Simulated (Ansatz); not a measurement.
**GeAsH3 (quintet): wave-function methods side by side, cc-pVDZ**

How much of the correlation energy of GeAsH3 (quintet) does each wave-function method recover here?

Program: Ansatz 0.2.0, Gaussian basis. Level of theory: cc-pVDZ, core rule «outside noble gas», up to 28 orbitals frozen. These are calculated values, not measurements.

Plan: UHF; CCSD(T) on ROHF; CCSD(T) on UHF; BCCD(T) on ROHF; CISD as a restricted active space (open shells left free, so some higher excitations enter); CCSDT(Q) on ROHF; CCSDT(Q) on UHF; CASSCF and MRCISD+Q, 12 electrons in 11 orbitals; CASSCF and NEVPT2, 12 electrons in 11 orbitals.

22 further runs of the same task are left out: 9 that didn't finish, 13 set aside as unsound or not needed. Runs told in other sessions of the task aren't counted.

### Step 1. The geometry

The geometry is a PBE0/def2-TZVP stationary point (not a proven minimum) of the parent state, kept for this charge and spin. No spin-orbit coupling is included. The filled d shell of Ge, As may be among the frozen orbitals whatever the setting's name suggests.

5 atoms, charge 0, spin multiplicity 5.

Atoms are counted from 1 here; the program's logs count them from 0.

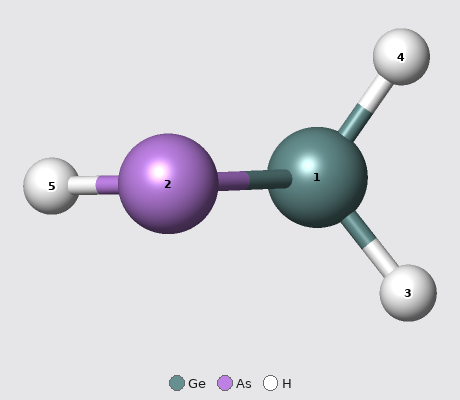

The structure; germanium teal, arsenic purple, hydrogen white; atoms are numbered from 1 in the order of the file.

In the tables R marks a restricted open-shell determinant and U an unrestricted one; 'valence' is the active space of 12 electrons in 11 orbitals; energies count from the table's Hartree-Fock row.

### Step 2. UHF

Input file in.yaml:

```yaml
crystal:
  periodic: [false, false, false]
  atoms:
    - {symbol: Ge, position_ang: [0.000000, -0.056595, 1.214134]}
    - {symbol: As, position_ang: [0.000000, 0.056163, -1.206338]}
    - {symbol: H, position_ang: [-1.244560, 0.682142, 1.773873]}
    - {symbol: H, position_ang: [1.244554, 0.682153, 1.773873]}
    - {symbol: H, position_ang: [0.000006, -1.460284, -1.378912]}
basis:
  gaussian: {orbitals: cc-pVDZ}
magnetization: {spin_polarized: true, initial_magnetization: 4}
hamiltonian: {xc: hf}
output: {orbitals: {seedname: orbitals}}
```

Launch:

```console
$ ansatz run in.yaml --threads 1 --pin off --events-out ev --progress --plain --max-ram 2393MiB
```

What it wrote:

```text
Functional definition: HF
  name "HF"
  cite "Fock, Z. Phys. 61, 126 (1930) doi:10.1007/BF01340294"
  parent pbe
  exchange = exact_x
  correlation = 0
786 factors; integrals over basis functions are off by at most 1.3e-3 eV
mean field evaluation 1: about -117307.4541 eV, gradient 8.7e0 eV
mean field evaluation 2: about -117307.4588 eV, gradient 8.7e0 eV
mean field evaluation 4: about -117308.6971 eV, gradient 1.4e0 eV
mean field evaluation 8: about -117308.8294 eV, gradient 1.8e-1 eV
mean field evaluation 16: about -117308.8343 eV, gradient 2.6e-5 eV
mean field evaluation 32: about -117308.3081 eV, gradient 2.2e0 eV
mean field evaluation 64: about -117308.3704 eV, gradient 3.3e-1 eV
mean field -117308.83428022 eV, -4311.0201450144 hartree, gradient 2.6e-5 eV, S^2 6.019506; 1 other end points of the search recorded, 0 dependent functions left out
reference -117308.83428022 eV, -4311.0201450144 hartree; 36, 32 occupied and 33, 37 virtual orbitals, 786 factors
Total energy: -117308.83428022 eV, -4311.0201450144 hartree
```

Wall time 4 s (1 thread of Arm Neoverse V2, shared host).

From the report: ⟨S²⟩ of the determinant 6.020 (pure quintet: 6.00).

### Step 3. CCSD(T) on ROHF

in.yaml: that of step 2 with these lines changed.

```diff
@@ -10,4 +10,4 @@
   gaussian: {orbitals: cc-pVDZ}
-magnetization: {spin_polarized: true, initial_magnetization: 4}
-hamiltonian: {xc: hf}
-output: {orbitals: {seedname: orbitals}}
+magnetization: {spin_polarized: false, initial_magnetization: 4}
+correlation: {method: ccsd_t, electrons: outside_noble_gas}
+output: {forces: true}
```

The command is unchanged.

What it wrote, cut to the lines that bear on the results:

```text
Functional definition: HF
  name "HF"
  cite "Fock, Z. Phys. 61, 126 (1930) doi:10.1007/BF01340294"
  parent pbe
[...]
786 factors; integrals over basis functions are off by at most 1.3e-3 eV
[...]
mean field -117308.66702782 eV, -4311.0139986020 hartree, gradient 6.6e-6 eV, S^2 6.000000; 4 other end points of the search recorded, 0 dependent functions left out
28 core orbitals not correlated: weight in the atoms' cores, before any rotation towards them, 0.999 or more for the frozen orbitals, at most 0.000 for the correlated occupied ones
reference -117308.66702782 eV, -4311.0139986020 hartree; 8, 4 occupied and 33, 37 virtual orbitals, 786 factors
second order -4.41156346 eV of doubles, -0.08563339 eV of singles
cycle   1  -5.25570493 eV  change   -7.6e-1 eV  update   7.2e-2
[...]
cycle  19  -5.57098083 eV  change    1.7e-7 eV  update   5.0e-7
perturbative correction -0.14370799 eV, -0.0052811713 hartree
[...]
Total energy: -117314.38171664 eV, -4311.2240095425 hartree
Atom 0 at     0.000000    -0.056595     1.214134 Å, force    -0.000002     0.500875     6.411056 eV/Å
Atom 1 at     0.000000     0.056163    -1.206338 Å, force    -0.000000     0.055120    -6.168796 eV/Å
Atom 2 at    -1.244560     0.682142     1.773873 Å, force    -0.361401    -0.264092    -0.000330 eV/Å
Atom 3 at     1.244554     0.682153     1.773873 Å, force     0.361403    -0.264089    -0.000330 eV/Å
Atom 4 at     0.000006    -1.460284    -1.378912 Å, force     0.000000    -0.027814    -0.241601 eV/Å
Dipole moment:     0.000000    -0.026260    -0.375968 e Å
```

It took 23 s on 1 thread of Arm Neoverse V2, shared host.

From the report: correlation -5.7147 eV; T1 0.030; largest double amplitude 0.06.

### Step 4. CCSD(T) on UHF

in.yaml: that of step 3 with these lines changed.

```diff
@@ -10,3 +10,3 @@
   gaussian: {orbitals: cc-pVDZ}
-magnetization: {spin_polarized: false, initial_magnetization: 4}
+magnetization: {spin_polarized: true, initial_magnetization: 4}
 correlation: {method: ccsd_t, electrons: outside_noble_gas}
```

Same command.

What it wrote, cut to the lines that bear on the results:

```text
Functional definition: HF
  name "HF"
  cite "Fock, Z. Phys. 61, 126 (1930) doi:10.1007/BF01340294"
  parent pbe
[...]
786 factors; integrals over basis functions are off by at most 1.3e-3 eV
[...]
mean field -117308.83428022 eV, -4311.0201450144 hartree, gradient 1.5e-6 eV, S^2 6.019506; 4 other end points of the search recorded, 0 dependent functions left out
28 core orbitals not correlated: weight in the atoms' cores, before any rotation towards them, 0.999 or more for the frozen orbitals, at most 0.000 for the correlated occupied ones
reference -117308.83428022 eV, -4311.0201450144 hartree; 8, 4 occupied and 33, 37 virtual orbitals, 786 factors
second order -4.35281552 eV of doubles, -0.00000000 eV of singles
cycle   1  -5.10814662 eV  change   -7.6e-1 eV  update   7.2e-2
[...]
cycle  19  -5.42628725 eV  change    3.6e-8 eV  update   4.7e-7
perturbative correction -0.14086147 eV, -0.0051765637 hartree
[...]
Total energy: -117314.40142895 eV, -4311.2247339565 hartree
Atom 0 at     0.000000    -0.056595     1.214134 Å, force    -0.000002     0.502427     6.417532 eV/Å
Atom 1 at     0.000000     0.056163    -1.206338 Å, force    -0.000000     0.056336    -6.174334 eV/Å
Atom 2 at    -1.244560     0.682142     1.773873 Å, force    -0.359149    -0.264997    -0.000835 eV/Å
Atom 3 at     1.244554     0.682153     1.773873 Å, force     0.359151    -0.264994    -0.000835 eV/Å
Atom 4 at     0.000006    -1.460284    -1.378912 Å, force     0.000000    -0.028773    -0.241529 eV/Å
Dipole moment:     0.000000    -0.026898    -0.375884 e Å
```

Wall time 23 s (1 thread of Arm Neoverse V2, shared host).

From the report: ⟨S²⟩ of the determinant 6.020 (pure quintet: 6.00); correlation -5.5671 eV; T1 0.020; largest double amplitude 0.06.

### Step 5. BCCD(T) on ROHF

in.yaml: that of step 4 with these lines changed.

```diff
@@ -10,4 +10,3 @@
   gaussian: {orbitals: cc-pVDZ}
-magnetization: {spin_polarized: true, initial_magnetization: 4}
-correlation: {method: ccsd_t, electrons: outside_noble_gas}
-output: {forces: true}
+magnetization: {spin_polarized: false, initial_magnetization: 4}
+correlation: {method: bccd_t, electrons: outside_noble_gas}
```

Same command.

What it wrote, cut to the lines that bear on the results:

```text
Functional definition: HF
  name "HF"
  cite "Fock, Z. Phys. 61, 126 (1930) doi:10.1007/BF01340294"
  parent pbe
[...]
786 factors; integrals over basis functions are off by at most 1.3e-3 eV
[...]
mean field -117308.66702782 eV, -4311.0139986020 hartree, gradient 6.6e-6 eV, S^2 6.000000; 4 other end points of the search recorded, 0 dependent functions left out
28 core orbitals not correlated: weight in the atoms' cores, before any rotation towards them, 0.999 or more for the frozen orbitals, at most 0.000 for the correlated occupied ones
reference -117308.66702782 eV, -4311.0139986020 hartree; 8, 4 occupied and 33, 37 virtual orbitals, 786 factors
second order -4.41156346 eV of doubles, -0.08563339 eV of singles
cycle   1  -5.27740257 eV  change   -7.8e-1 eV  update   7.2e-2
[...]
cycle  15  -5.56803507 eV  change   -6.1e-6 eV  update   1.0e-5
perturbative correction -0.14788044 eV, -0.0054345061 hartree
Total energy: -117314.38294333 eV, -4311.2240546228 hartree
```

Wall time 18 s (1 thread of Arm Neoverse V2, shared host).

From the report: correlation -5.7159 eV; largest double amplitude 0.06.

### Step 6. CISD as a restricted active space (open shells left free, so some higher excitations enter)

in.yaml: that of step 5 with these lines changed.

```diff
@@ -11,2 +11,2 @@
 magnetization: {spin_polarized: false, initial_magnetization: 4}
-correlation: {method: bccd_t, electrons: outside_noble_gas}
+correlation: {active_space: {ras: {orbitals: [4, 4, 33], electrons: 12, max_holes: 2, max_particles: 2}, fixed_orbitals: true}}
```

Launched as before.

What it wrote:

```text
Functional definition: HF
  name "HF"
  cite "Fock, Z. Phys. 61, 126 (1930) doi:10.1007/BF01340294"
  parent pbe
  exchange = exact_x
  correlation = 0
786 factors; integrals over basis functions are off by at most 1.3e-3 eV
mean field evaluation 1: about -117307.3139 eV, gradient 1.0e1 eV
mean field evaluation 2: about -117307.3183 eV, gradient 1.0e1 eV
mean field evaluation 4: about -117308.5599 eV, gradient 1.7e0 eV
mean field evaluation 8: about -117308.6635 eV, gradient 2.3e-1 eV
mean field evaluation 16: about -117308.1431 eV, gradient 4.6e-1 eV
mean field evaluation 32: about -117308.1346 eV, gradient 2.7e0 eV
mean field -117308.66702782 eV, -4311.0139986020 hartree, gradient 6.6e-6 eV, S^2 6.000000; 4 other end points of the search recorded, 0 dependent functions left out
reference -117308.66702782 eV, -4311.0139986020 hartree; 36, 32 occupied and 33, 37 virtual orbitals, 786 factors
state -117313.81344737 eV, -4311.2031260320 hartree
Total energy: -117313.81344737 eV, -4311.2031260320 hartree
```

It took 19 s on 1 thread of Arm Neoverse V2, shared host.

From the report: 234,398 determinants.

### Step 7. CCSDT(Q) on ROHF

in.yaml: that of step 6 with these lines changed.

```diff
@@ -11,2 +11,2 @@
 magnetization: {spin_polarized: false, initial_magnetization: 4}
-correlation: {active_space: {ras: {orbitals: [4, 4, 33], electrons: 12, max_holes: 2, max_particles: 2}, fixed_orbitals: true}}
+correlation: {method: ccsdt_q, electrons: outside_noble_gas}
```

Same command.

What it wrote, cut to the lines that bear on the results:

```text
Functional definition: HF
  name "HF"
  cite "Fock, Z. Phys. 61, 126 (1930) doi:10.1007/BF01340294"
  parent pbe
[...]
1398 factors; integrals over basis functions are off by at most 1.5e-7 eV
[...]
mean field -117308.66719170 eV, -4311.0140046244 hartree, gradient 2.1e-6 eV, S^2 6.000000; 4 other end points of the search recorded, 0 dependent functions left out
[...]
28 core orbitals not correlated: weight in the atoms' cores, before any rotation towards them, 0.999 or more for the frozen orbitals, at most 0.000 for the correlated occupied ones
reference -117308.66719170 eV, -4311.0140046244 hartree; 8, 4 occupied and 33, 37 virtual orbitals, 1398 factors
second order -4.41159096 eV of doubles, -0.08563304 eV of singles
cycle   1  -5.25571313 eV  change   -7.6e-1 eV  update   7.9e-2
[...]
cycle  24  -5.74836162 eV  change   -2.4e-7 eV  update   1.2e-6
perturbative correction -0.00661466 eV, -0.0002430843 hartree
Total energy: -117314.42216798 eV, -4311.2254961020 hartree
```

Wall time 63 s (1 thread of Arm Neoverse V2, shared host); peak memory 0.64 GiB.

From the report: correlation -5.7550 eV; T1 0.031; largest double amplitude 0.06.

### Step 8. CCSDT(Q) on UHF

in.yaml: that of step 7 with these lines changed.

```diff
@@ -10,3 +10,3 @@
   gaussian: {orbitals: cc-pVDZ}
-magnetization: {spin_polarized: false, initial_magnetization: 4}
+magnetization: {spin_polarized: true, initial_magnetization: 4}
 correlation: {method: ccsdt_q, electrons: outside_noble_gas}
```

The command is unchanged.

What it wrote, cut to the lines that bear on the results:

```text
Functional definition: HF
  name "HF"
  cite "Fock, Z. Phys. 61, 126 (1930) doi:10.1007/BF01340294"
  parent pbe
[...]
1398 factors; integrals over basis functions are off by at most 1.5e-7 eV
[...]
mean field -117308.83444399 eV, -4311.0201510328 hartree, gradient 3.9e-6 eV, S^2 6.019506; 4 other end points of the search recorded, 0 dependent functions left out
28 core orbitals not correlated: weight in the atoms' cores, before any rotation towards them, 0.999 or more for the frozen orbitals, at most 0.000 for the correlated occupied ones
reference -117308.83444399 eV, -4311.0201510328 hartree; 8, 4 occupied and 33, 37 virtual orbitals, 1398 factors
second order -4.35284277 eV of doubles, -0.00000000 eV of singles
cycle   1  -5.10815554 eV  change   -7.6e-1 eV  update   7.9e-2
[...]
cycle  23  -5.60077780 eV  change   -5.1e-7 eV  update   1.1e-6
perturbative correction -0.00660194 eV, -0.0002426169 hartree
Total energy: -117314.44182373 eV, -4311.2262184374 hartree
```

It took 58 s on 1 thread of Arm Neoverse V2, shared host; peak memory 0.52 GiB.

From the report: ⟨S²⟩ of the determinant 6.020 (pure quintet: 6.00); correlation -5.6074 eV; T1 0.021; largest double amplitude 0.06.

### Step 9. CASSCF and MRCISD+Q, 12 electrons in 11 orbitals

in.yaml: that of step 8 with these lines changed.

```diff
@@ -10,3 +10,3 @@
   gaussian: {orbitals: cc-pVDZ}
-magnetization: {spin_polarized: true, initial_magnetization: 4}
-correlation: {method: ccsdt_q, electrons: outside_noble_gas}
+magnetization: {spin_polarized: false, initial_magnetization: 4}
+correlation: {method: fic_mrcisd_q, electrons: outside_noble_gas, active_space: {window: {electrons: 12, orbitals: 11}, shells: [{species: As, l: s, shell: 4}, {species: As, l: p, shell: 4}, {species: Ge, l: s, shell: 4}, {species: Ge, l: p, shell: 4}, {species: H, l: s, shell: 1}]}}
```

Same command.

What it wrote, cut to the lines that bear on the results:

```text
Functional definition: HF
  name "HF"
  cite "Fock, Z. Phys. 61, 126 (1930) doi:10.1007/BF01340294"
  parent pbe
[...]
1398 factors; integrals over basis functions are off by at most 1.5e-7 eV
[...]
mean field -117308.66719170 eV, -4311.0140046244 hartree, gradient 2.1e-6 eV, S^2 6.000000; 4 other end points of the search recorded, 0 dependent functions left out
reference -117308.66719170 eV, -4311.0140046244 hartree; 36, 32 occupied and 33, 37 virtual orbitals, 1398 factors
state -117310.19956213 eV, -4311.0703181991 hartree
contracted CI cycle   1: correlation 0.00000000 eV, 0.0000000000 hartree, residual 1.43e1 eV
contracted CI cycle   2: correlation -3.72936753 eV, -0.1370517290 hartree, residual 2.71e0 eV
contracted CI cycle   3: correlation -3.86276522 eV, -0.1419540036 hartree, residual 5.18e-1 eV
contracted CI cycle   4: correlation -3.86775165 eV, -0.1421372514 hartree, residual 1.30e-1 eV
contracted CI cycle   5: correlation -3.86805397 eV, -0.1421483615 hartree, residual 3.06e-2 eV
contracted CI cycle   6: correlation -3.86807172 eV, -0.1421490140 hartree, residual 7.87e-3 eV
contracted CI cycle   7: correlation -3.86807289 eV, -0.1421490567 hartree, residual 2.08e-3 eV
contracted CI cycle   8: correlation -3.86807297 eV, -0.1421490598 hartree, residual 5.80e-4 eV
state -117310.19956213 eV, -4311.0703181991 hartree; corrected -117314.38896780 eV, -4311.2242760178 hartree
Total energy: -117314.38896780 eV, -4311.2242760178 hartree
Checks for a lower state left out: starts, orbital_swaps
```

It took 21 s on 1 thread of Arm Neoverse V2, shared host; peak memory 0.97 GiB.

From the report: 27,280 determinants; active occupations 1.99, 1.98, 1.97, 1.96, 1.01, 1.00, 1.00, 1.00, 0.04, 0.03, 0.03.

### Step 10. CASSCF and NEVPT2, 12 electrons in 11 orbitals

Input file in.yaml:

```yaml
crystal:
  periodic: [false, false, false]
  atoms:
    - {symbol: Ge, position_ang: [0.000000, -0.056595, 1.214134]}
    - {symbol: As, position_ang: [0.000000, 0.056163, -1.206338]}
    - {symbol: H, position_ang: [-1.244560, 0.682142, 1.773873]}
    - {symbol: H, position_ang: [1.244554, 0.682153, 1.773873]}
    - {symbol: H, position_ang: [0.000006, -1.460284, -1.378912]}
basis:
  gaussian: {orbitals: cc-pVDZ}
magnetization: {spin_polarized: false, initial_magnetization: 4}
correlation: {method: sc_nevpt2, electrons: outside_noble_gas, active_space: {window: {electrons: 12, orbitals: 11}, shells: [{species: As, l: s, shell: 4}, {species: As, l: p, shell: 4}, {species: Ge, l: s, shell: 4}, {species: Ge, l: p, shell: 4}, {species: H, l: s, shell: 1}]}}
```

Launched as before.

What it wrote:

```text
Functional definition: HF
  name "HF"
  cite "Fock, Z. Phys. 61, 126 (1930) doi:10.1007/BF01340294"
  parent pbe
  exchange = exact_x
  correlation = 0
1398 factors; integrals over basis functions are off by at most 1.5e-7 eV
mean field evaluation 1: about -117307.2777 eV, gradient 9.9e0 eV
mean field evaluation 2: about -117307.3244 eV, gradient 9.9e0 eV
mean field evaluation 4: about -117308.5585 eV, gradient 1.7e0 eV
mean field evaluation 8: about -117308.6503 eV, gradient 4.7e-1 eV
mean field evaluation 16: about -117308.6672 eV, gradient 2.1e-6 eV
mean field evaluation 32: about -117308.5566 eV, gradient 1.5e0 eV
mean field -117308.66719170 eV, -4311.0140046244 hartree, gradient 2.1e-6 eV, S^2 6.000000; 4 other end points of the search recorded, 0 dependent functions left out
reference -117308.66719170 eV, -4311.0140046244 hartree; 36, 32 occupied and 33, 37 virtual orbitals, 1398 factors
state -117310.19956213 eV, -4311.0703181991 hartree
state -117310.19956213 eV, -4311.0703181991 hartree; corrected -117313.34211166 eV, -4311.1858047641 hartree
Total energy: -117313.34211166 eV, -4311.1858047641 hartree
Checks for a lower state left out: starts, orbital_swaps
```

Wall time 16 s (1 thread of Arm Neoverse V2, shared host); peak memory 0.31 GiB.

From the report: 27,280 determinants; active occupations 1.99, 1.98, 1.97, 1.96, 1.01, 1.00, 1.00, 1.00, 0.04, 0.03, 0.03.

### Step 11. Natural occupations

Natural occupations of the CASSCF valence state about the gap (report; correlated orbitals 3 to 11): 1.967, 1.962, 1.006, 1.002, 1.001, 0.998, 0.039, 0.029, 0.025. The count of effectively unpaired electrons, Σ n²(2 − n)², is 4.02; a single determinant of this spin has 4.

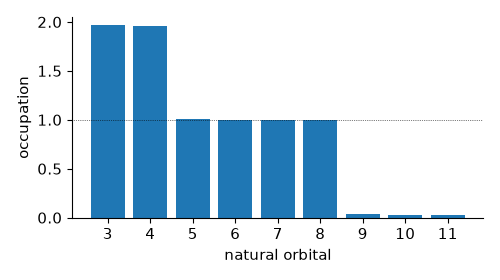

Natural occupations of the CASSCF valence state.

### Step 12. All levels against the top one

The yardstick is UCCSDT(Q), where the cluster series has nearly closed. Rows without a time are mean-field rows or come out of runs for another level: lower rungs of the coupled-cluster runs, CASSCF and MRCISD of the multireference runs, or the Hartree-Fock search. The times of RCCSD(T), UCCSD(T) include forces.

| method | energy from the lowest ROHF (kcal/mol) | from UCCSDT(Q) (kcal/mol) | time |
| --- | --- | --- | --- |
| ROHF | 0.00 | +133.17 |  |
| UHF | -3.86 | +129.31 |  |
| RMP2 | -103.71 | +29.46 |  |
| UMP2 | -104.24 | +28.93 |  |
| CISD | -118.68 | +14.49 | 19 s |
| RCCSD | -128.47 | +4.70 |  |
| UCCSD | -128.99 | +4.18 |  |
| RCCSD(T) | -131.78 | +1.39 | 23 s |
| UCCSD(T) | -132.24 | +0.93 | 23 s |
| BCCD(T) | -131.81 | +1.36 | 18 s |
| RCCSDT | -132.56 | +0.61 |  |
| UCCSDT | -133.02 | +0.15 |  |
| RCCSDT(Q) | -132.72 | +0.45 | 63 s |
| UCCSDT(Q) | -133.17 | 0 | 58 s |
| CASSCF valence | -35.34 | +97.83 |  |
| NEVPT2 valence | -107.81 | +25.36 | 16 s |
| MRCISD valence | -124.54 | +8.63 |  |
| MRCISD+Q valence | -131.95 | +1.22 | 21 s |

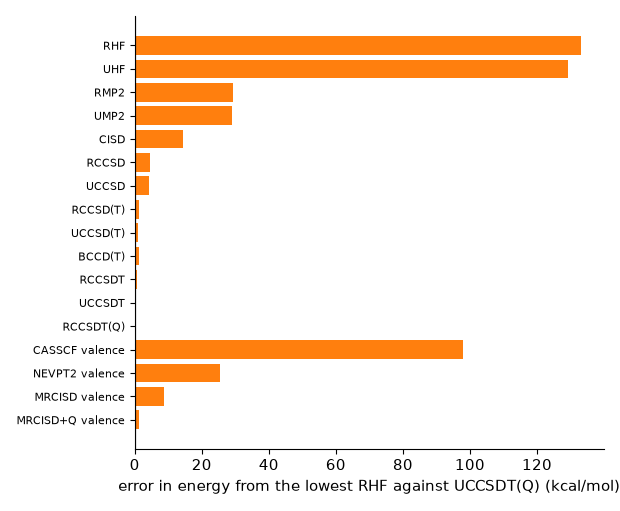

How far each level lands from UCCSDT(Q).

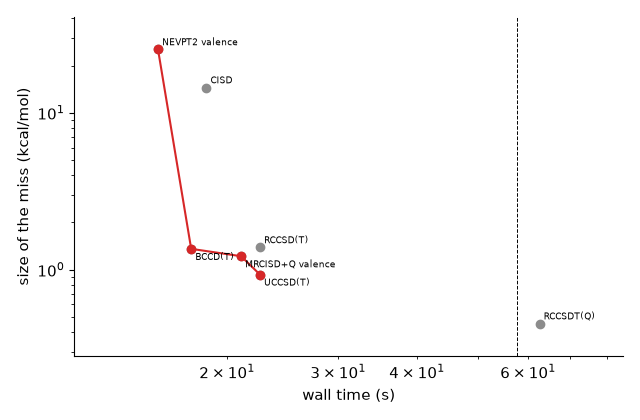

Accuracy for the time spent; red marks the levels that beat every quicker one drawn (of those quicker than the yardstick), and the dashed line is the time of UCCSDT(Q). Times are from a shared host.

### Step 13. Outcome

| quantity | value |
| --- | --- |
| UCCSDT(Q) from the ROHF energy | -5.7748 eV |
| RMP2 from UCCSDT(Q) | +29.46 kcal/mol |
| UMP2 from UCCSDT(Q) | +28.93 kcal/mol |
| RCCSD from UCCSDT(Q) | +4.70 kcal/mol |
| RCCSD(T) from UCCSDT(Q) | +1.39 kcal/mol |
| UCCSD(T) from UCCSDT(Q) | +0.93 kcal/mol |
| RCCSDT(Q) from UCCSDT(Q) | +0.45 kcal/mol |
| NEVPT2 valence from UCCSDT(Q) | +25.36 kcal/mol |
| MRCISD+Q valence from UCCSDT(Q) | +1.22 kcal/mol |
| levels within 1 kcal/mol (43 meV) | UCCSD(T), RCCSDT, UCCSDT, RCCSDT(Q) |
| T1 diagnostic | 0.030 |
| effectively unpaired electrons | 4.02 |

In words: RCCSD(T) lands +1.39 kcal/mol from the yardstick (1.0 % of the correlation energy). One determinant dominates. Of the multireference levels listed MRCISD+Q valence comes nearest in total energy (+1.22 kcal/mol), which doesn't show that its space is the better one. These misses are within one basis, not against nature; the frozen cores of restricted and unrestricted runs differ, which can shift their rows.

With open shells the CI space here admits some higher excitations, so it is larger than plain CISD.

For cost: UCCSD(T) gets within 0.93 kcal/mol in 23 s, where UCCSDT(Q) took 58 s; the quickest level in the cost chart, NEVPT2 valence, takes 16 s and misses by 25.36 kcal/mol.
